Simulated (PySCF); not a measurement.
# doublet [SO2F2]−: levels of theory compared

We compute a comparison of 3 runs (UBLYP/6-311+G**, UPBE/6-311+G**, USVWN5/6-311+G**) of doublet [SO2F2]−. The job is set up through a Python script.

The calculation is run with PySCF 2.14.0.

1 further run of the same task is left out (set aside as unsound or not needed). Runs told in other sessions of the task aren't counted.

**1. The system as given**

[SO2F2]− has 5 atoms, charge -1, and is taken as a doublet. As SMILES of the parent species, `O=S(=O)(F)F`. Geometry: relaxed at PBE0-D4/def2-TZVP. That shape belongs to the parent species and isn't relaxed for this state.

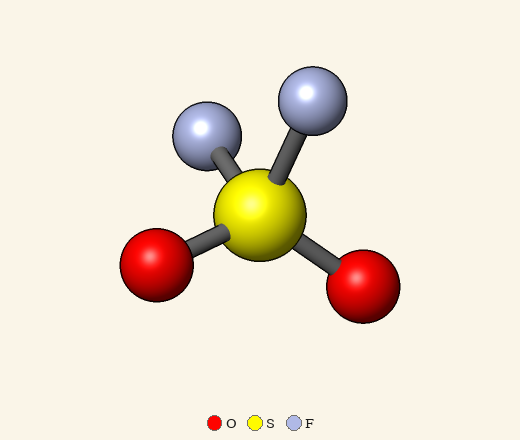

Viewed from a chosen angle; oxygen red, sulfur yellow, fluorine light blue.

**2. The energy at UBLYP/6-311+G(d,p) (run 1)**

File mol.xyz:

```xyz
5
F2O2S
O     -0.388200    -0.151100     1.421700
S      0.070900    -0.096900     0.095900
O      1.129600    -0.862200    -0.418700
F     -1.140900    -0.267600    -0.837400
F      0.328600     1.377800    -0.261400
```

File job.py:

```python
from pyscf import gto, dft

mol = gto.M(
    atom='mol.xyz',
    max_memory=1860,
    spin=1,
    basis='6-311+g**',
    charge=-1,
    verbose=3,
)

ks = dft.UKS(mol)
ks.xc = 'blyp'
ks.grids.level = 5
ks.conv_tol = 1e-10
ks.kernel()
if not ks.converged:
    ks = ks.newton().run(ks.mo_coeff, ks.mo_occ)

e_tot = ks.e_tot
print('Final energy', e_tot)
```

Launch:

```
$ OMP_NUM_THREADS=1 python job.py
```

Log:

```text
WARN: HOMO -0.0561720535007319 >= LUMO -0.056172053500731

converged SCF energy = -748.313297526427  <S^2> = 0.75016257  2S+1 = 2.0001626
Final energy -748.3132975264273
```

It took 44 s on 1 thread of Arm Neoverse V2, shared host; peak memory 0.68 GiB.

**3. A single-point energy at UPBE/6-311+G(d,p) (run 2)**

File run.py:

```python
from pyscf import gto, dft

molecule = gto.M(
    atom=[
    ('O', (-0.388200, -0.151100, 1.421700)),
    ('S', (0.070900, -0.096900, 0.095900)),
    ('O', (1.129600, -0.862200, -0.418700)),
    ('F', (-1.140900, -0.267600, -0.837400)),
    ('F', (0.328600, 1.377800, -0.261400)),
],
    basis='6-311+g**',
    spin=1,
    verbose=3,
    max_memory=1860,
    charge=-1,
)

mf = dft.UKS(molecule, xc='pbe')
mf.grids.level = 5
mf.conv_tol = 1e-10
mf.kernel()
if not mf.converged:
    mf = mf.newton().run(mf.mo_coeff, mf.mo_occ)

e_tot = mf.e_tot
print('E = %.10f Eh' % e_tot)
```

Launch:

```
$ OMP_NUM_THREADS=1 python run.py
```

Log:

```text
WARN: HOMO -0.057462680916191 >= LUMO -0.0574626809161952

converged SCF energy = -747.846744864512  <S^2> = 0.75025397  2S+1 = 2.000254
E = -747.8467448645 Eh
```

Wall time 47 s (1 thread of Arm Neoverse V2, shared host); peak memory 0.67 GiB.

**4. A single-point energy at USVWN5/6-311+G(d,p) (run 3)**

File start.xyz:

```xyz
5

O     -0.388200    -0.151100     1.421700
S      0.070900    -0.096900     0.095900
O      1.129600    -0.862200    -0.418700
F     -1.140900    -0.267600    -0.837400
F      0.328600     1.377800    -0.261400
```

File job.py:

```python
from pyscf import gto, dft

system = gto.M(
    atom='start.xyz',
    basis='6-311+g**',
    spin=1,
    max_memory=1860,
    verbose=4,
    charge=-1,
)

ks = dft.UKS(system, xc='svwn')
ks.grids.level = 5
ks.conv_tol = 1e-10
ks.kernel()
if not ks.converged:
    ks = ks.newton().run(ks.mo_coeff, ks.mo_occ)

e_tot = ks.e_tot
print('E(%s) = %.9f' % ('SVWN5', e_tot))
```

Launch:

```
$ OMP_NUM_THREADS=1 python job.py
```

Log:

```text
PySCF version 2.14.0

[INPUT] num. atoms = 5
[INPUT] num. electrons = 51
[INPUT] charge = -1
[INPUT] spin (= nelec alpha-beta = 2S) = 1
[INPUT] symmetry False subgroup None
[INPUT] Mole.unit = angstrom
[INPUT] Symbol           X                Y                Z      unit          X                Y                Z       unit  Magmom
[INPUT]  1 O     -0.388200000000  -0.151100000000   1.421700000000 AA   -0.733591681556  -0.285537617422   2.686623631294 Bohr   0.0
[INPUT]  2 S      0.070900000000  -0.096900000000   0.095900000000 AA    0.133981582232  -0.183114461470   0.181224735346 Bohr   0.0
[INPUT]  3 O      1.129600000000  -0.862200000000  -0.418700000000 AA    2.134634630309  -1.629321864600  -0.791228328355 Bohr   0.0
[INPUT]  4 F     -1.140900000000  -0.267600000000  -0.837400000000 AA   -2.155988535516  -0.505690710934  -1.582456656711 Bohr   0.0
[INPUT]  5 F      0.328600000000   1.377800000000  -0.261400000000 AA    0.620964004532   2.603664654426  -0.493974408961 Bohr   0.0

[... 96 lines left out ...]
converged SCF energy = -744.708886573457  <S^2> = 0.75017883  2S+1 = 2.0001788
E(SVWN5) = -744.708886573
```

Run time: 29 s. Hardware: 1 thread of Arm Neoverse V2, shared host; peak memory 0.45 GiB.

**5. The series**

| run | level | energy (Eh) | HOMO energy (eV) | LUMO energy (eV) | ⟨S²⟩ | wall time |
| --- | --- | --- | --- | --- | --- | --- |
| 1 | UBLYP/6-311+G** | -748.313298 | 2.75 | 3.02 | 0.750 | 44 s |
| 2 | UPBE/6-311+G** | -747.846745 | 2.67 | 3.10 | 0.750 | 47 s |
| 3 | USVWN5/6-311+G** | -744.708887 | 2.52 | 2.85 | 0.750 | 29 s |

**6. Results**

```
                                 quantity          value
                      run 3: total energy  -744.70889 Eh
run 3: HOMO energy (highest over α and β)        2.52 eV
 run 3: LUMO energy (lowest over α and β)        2.85 eV
                              run 3: ⟨S²⟩          0.750
```

What this shows: Totals of different functionals can't be ranked against each other. In all runs the HOMO lies above zero, from self-interaction, a short basis or an electron that isn't bound. All runs together took 2 min, the longest 47 s.
